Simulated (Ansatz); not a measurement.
All values below come from PBE (plane waves to 420 eV, PAW; Ansatz, a first-principles code).

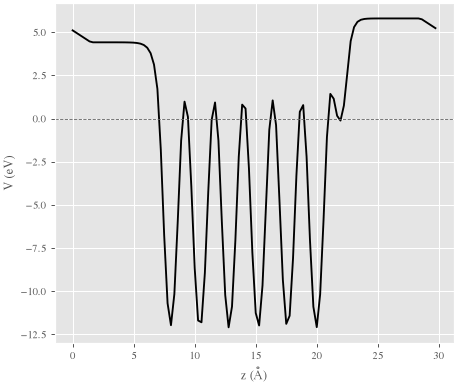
Fig. 1. Plane-averaged electrostatic potential energy along the normal, in eV from the Fermi level, for a constructed model of the (111) surface of fcc Ag, (√3x√3)R30° layer of Cl, one a cell, in the other hollow (bottom of the slab: a bare face, its two planes held)

Set-up: 19 atoms, 13.9 Å thick at the start; mesh 9x9x1; 0.1 eV smearing; dipole correction on; 6 atoms held, the rest relaxed; symmetry of the start imposed; no spin, no spin-orbit, no U. In PBE it is, or lies within 0.01 eV a 1x1 cell of, the lowest of the 2 structures of its composition computed so far; larger cells were not tried.

Q: The surface cell has an area of 22.36 Å². What dipole along the normal does the step between the two vacuum levels imply?

A: the top vacuum level lies 1.38 eV above the bottom one; p = −ε₀ A ΔV (ε₀ = 0.005526 e/(V·Å)) gives -0.17 e·Å a cell.
